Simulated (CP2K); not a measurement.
# CH3AlCl2 (SMILES [CH3][Al]([Cl])[Cl]): GFN1-xTB

What is the energy change on altering one bond length of CH3AlCl2 at GFN1-xTB? 

Program for the calculation: CP2K 2026.2.

2 further runs of the same task are left out: 2 set aside as unsound or not needed.

### 1 The system as given

The species is CH3AlCl2 (7 atoms), meant as a singlet with charge 0. As SMILES, `[CH3][Al]([Cl])[Cl]`. The shape comes from GFN2-xTB, which is rough for such elements, and wasn't checked as a minimum.

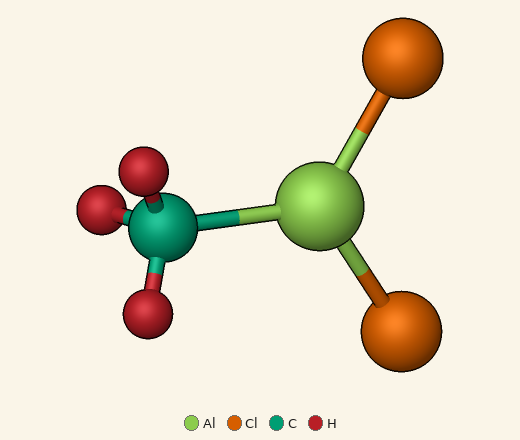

The structure, seen from a chosen angle (aluminium green, chlorine orange, carbon teal, hydrogen red).

### 2 Energy and gradient at GFN1-xTB

The input, mol.inp:

```
&GLOBAL
   PROJECT_NAME mol
   RUN_TYPE ENERGY_FORCE
   PRINT_LEVEL MEDIUM
&END GLOBAL
&FORCE_EVAL
   METHOD QS
   &DFT
      CHARGE 0
      MULTIPLICITY 1
      &QS
         METHOD XTB
         EPS_DEFAULT 1.0E-10
         &XTB
            GFN_TYPE 1
            CHECK_ATOMIC_CHARGES F
         &END XTB
      &END QS
      # cluster boundary conditions
      &POISSON
         PERIODIC NONE
         POISSON_SOLVER ANALYTIC
      &END POISSON
      # self-consistent field
      &SCF
         SCF_GUESS ATOMIC
         EPS_SCF 1.0E-07
         MAX_SCF 40
         &OT ON
            MINIMIZER DIIS
            PRECONDITIONER FULL_SINGLE_INVERSE
         &END OT
         &OUTER_SCF
            EPS_SCF 1.0E-07
            MAX_SCF 8
         &END OUTER_SCF
      &END SCF
      &PRINT
         &MOMENTS
            PERIODIC F
            REFERENCE COM
            MAX_MOMENT 1
         &END MOMENTS
         &MO_CUBES
            NLUMO 5
            NHOMO -1
            WRITE_CUBE F
         &END MO_CUBES
         &HIRSHFELD OFF
         &END HIRSHFELD
      &END PRINT
   &END DFT
   # structure
   &SUBSYS
      # vacuum box
      &CELL
         ABC [angstrom] 14 14.3 11.6
         PERIODIC NONE
      &END CELL
      &COORD
         Al     0.500040     0.875670     0.005820
         Cl     2.535230     0.915330     0.030170
         Cl    -0.480680     2.659300    -0.041910
         C     -0.489580    -0.848950     0.008550
         H     -0.590350    -1.251770    -1.002870
         H     -1.499850    -0.737270     0.405280
         H      0.025200    -1.612300     0.594960
      &END COORD
      &TOPOLOGY
         &CENTER_COORDINATES
         &END CENTER_COORDINATES
      &END TOPOLOGY
   &END SUBSYS
   &PRINT
      &FORCES ON
      &END FORCES
   &END PRINT
&END FORCE_EVAL
```

On the command line:

```
OMP_NUM_THREADS=1 cp2k.psmp -i mol.inp > mol.out 2>&1
```

Log:

```text
CP2K| version string:                                       CP2K version 2026.2
[...]
 GLOBAL| Method name                                                        CP2K
[...]
 GLOBAL| Run type                                                   ENERGY_FORCE
[...]
                             - Atoms:                                          7
[...]
                             - Spherical basis functions:                     37
[...]
 Number of electrons:                                                         24
[...]
     1 OT DIIS     0.80E-01    0.0     0.02095565       -13.6612811801 -1.37E+01
[...]
    11 OT DIIS     0.80E-01    0.0     0.00000009       -13.6692227395 -2.81E-12
  *** SCF run converged in    11 steps ***
[...]
 TB_DIPOLE| Moment [Debye]         -0.91935361      -1.58866520       0.00051819
 TB_DIPOLE| Derivative [a.u.]       0.00000000       0.00000000       0.00000000
[...]
 ENERGY| Total FORCE_EVAL ( QS ) energy [hartree]            -13.669222739549493
 FORCES| Atomic forces [hartree/bohr]
 FORCES|   Atom     x               y               z               |f|
 FORCES|      1 -1.39770444E-02 -2.43305832E-02 -1.88895247E-04   2.80601271E-02
 FORCES|      2  1.80199438E-02  1.26785660E-03  2.12508836E-04   1.80657409E-02
 FORCES|      3 -7.83730330E-03  1.59502992E-02 -4.01776871E-04   1.77762986E-02
 FORCES|      4  3.55997368E-03  6.15780358E-03 -2.98934054E-04   7.11908134E-03
 FORCES|      5  5.82123802E-04  8.42635643E-04 -2.54009478E-03   2.73879251E-03
 FORCES|      6 -1.24131297E-03  4.81974696E-04  1.37594930E-03   1.91478301E-03
 FORCES|      7  8.93619423E-04 -3.69986551E-04  1.84124281E-03   2.07981269E-03
 FORCES| Sum    -2.55112771E-16 -8.09899023E-17  3.36102673E-17
 FORCES| Total atomic force                                       2.69762007E-16
[...]
```

Wall time 0.3 s (1 thread of Arm Neoverse V2, shared host).

### 3 The distorted shape at the same level

The input, gas.inp:

```
&GLOBAL
    PROJECT_NAME gas
    RUN_TYPE ENERGY_FORCE
    PRINT_LEVEL MEDIUM
&END GLOBAL
&FORCE_EVAL
    METHOD QUICKSTEP
    &DFT
        &QS
            METHOD XTB
            EPS_DEFAULT 1.0E-10
            &XTB
                GFN_TYPE 1
                CHECK_ATOMIC_CHARGES F
            &END XTB
        &END QS
        &POISSON
            PERIODIC NONE
            POISSON_SOLVER ANALYTIC
        &END POISSON
        &SCF
            SCF_GUESS ATOMIC
            EPS_SCF 1.0E-07
            MAX_SCF 40
            &OT
                MINIMIZER DIIS
                PRECONDITIONER FULL_SINGLE_INVERSE
            &END OT
            &OUTER_SCF
                EPS_SCF 1.0E-07
                MAX_SCF 8
            &END OUTER_SCF
        &END SCF
        &PRINT
            &MOMENTS
                PERIODIC F
                REFERENCE COM
                MAX_MOMENT 1
            &END MOMENTS
            &MO_CUBES
                NLUMO 5
                NHOMO -1
                WRITE_CUBE F
            &END MO_CUBES
            &HIRSHFELD OFF
            &END HIRSHFELD
        &END PRINT
    &END DFT
    &SUBSYS
        &CELL
            ABC 14 14.4 11.7
            PERIODIC NONE
        &END CELL
        &COORD
            Al     0.397090     1.028331    -0.111455
            Cl     2.432280     1.067991    -0.087105
            Cl    -0.583630     2.811961    -0.159185
            C     -0.592530    -0.696289    -0.108725
            H     -0.693300    -1.099109    -1.120145
            H     -1.602800    -0.584609     0.288005
            H      0.025200    -1.612300     0.594960
        &END COORD
        &TOPOLOGY
            &CENTER_COORDINATES
            &END CENTER_COORDINATES
        &END TOPOLOGY
    &END SUBSYS
    &PRINT
        &FORCES ON
        &END FORCES
    &END PRINT
&END FORCE_EVAL
```

On the command line:

```
OMP_NUM_THREADS=1 cp2k.psmp -i gas.inp -o gas.out
```

Log:

```text
CP2K| version string:                                       CP2K version 2026.2
[...]
 GLOBAL| Method name                                                        CP2K
[...]
 GLOBAL| Run type                                                   ENERGY_FORCE
[...]
                             - Atoms:                                          7
[...]
                             - Spherical basis functions:                     37
[...]
 Number of electrons:                                                         24
[...]
     1 OT DIIS     0.80E-01    0.0     0.01988254       -13.6443165555 -1.36E+01
[...]
    12 OT DIIS     0.80E-01    0.0     0.00000002       -13.6516031058 -7.35E-13
  *** SCF run converged in    12 steps ***
[...]
 TB_DIPOLE| Moment [Debye]         -0.96380345      -1.60110009      -0.02081645
 TB_DIPOLE| Derivative [a.u.]       0.00000000       0.00000000       0.00000000
[...]
 ENERGY| Total FORCE_EVAL ( QS ) energy [hartree]            -13.651603105758415
 FORCES| Atomic forces [hartree/bohr]
 FORCES|   Atom     x               y               z               |f|
 FORCES|      1 -1.28501055E-02 -2.54023814E-02  8.10029335E-04   2.84791562E-02
 FORCES|      2  1.75175380E-02  1.21480158E-03  1.29679693E-04   1.75600882E-02
 FORCES|      3 -7.79622567E-03  1.52616954E-02 -3.33962270E-04   1.71409455E-02
 FORCES|      4  3.42782553E-02 -3.65463144E-02  3.36951335E-02   6.03820662E-02
 FORCES|      5  2.52706827E-03 -1.99403606E-03  1.90926014E-05   3.21910211E-03
 FORCES|      6  7.28056608E-04 -2.32039216E-03  3.47566070E-03   4.24199287E-03
 FORCES|      7 -3.44045870E-02  4.97866271E-02 -3.77956336E-02   7.13504994E-02
 FORCES| Sum    -1.17961196E-16  1.45716772E-16  4.85722573E-17
 FORCES| Total atomic force                                       1.93668494E-16
[...]
```

Wall time 0.3 s (1 thread of Arm Neoverse V2, shared host).

### 4 Summary of results

Level: GFN1-xTB.

| quantity | value |
| --- | --- |
| first shape: total energy | -13.66922 Eh |
| first shape: dipole moment (from atomic charges alone) | 1.84 D |
| first shape: HOMO energy | -12.13 eV |
| first shape: dispersion energy | -6.34 kJ/mol |
| first shape: largest force on an atom | 1.443 eV/Å |
| distorted shape: total energy | -13.65160 Eh |
| distorted shape: dipole moment (from atomic charges alone) | 1.87 D |
| distorted shape: HOMO energy | -12.15 eV |
| distorted shape: dispersion energy | -6.36 kJ/mol |
| distorted shape: largest force on an atom | 3.669 eV/Å |
| energy change with the C4–H7 bond stretched from 1.092 to 1.310 Å | 0.479 eV |

With the C4–H7 bond stretched from 1.092 to 1.310 Å the energy rises by 0.48 eV (11.1 kcal/mol). The first shape isn't relaxed at this level, so the change isn't measured from a minimum. The largest force (first shape) is 1.44 eV/Å: the shape isn't a stationary point for this species at this level. The dipole (first shape) comes from point charges on the atoms alone, without atomic dipoles, so it is partial. The dipole (distorted shape) comes from point charges on the atoms alone, without atomic dipoles, so it is partial.
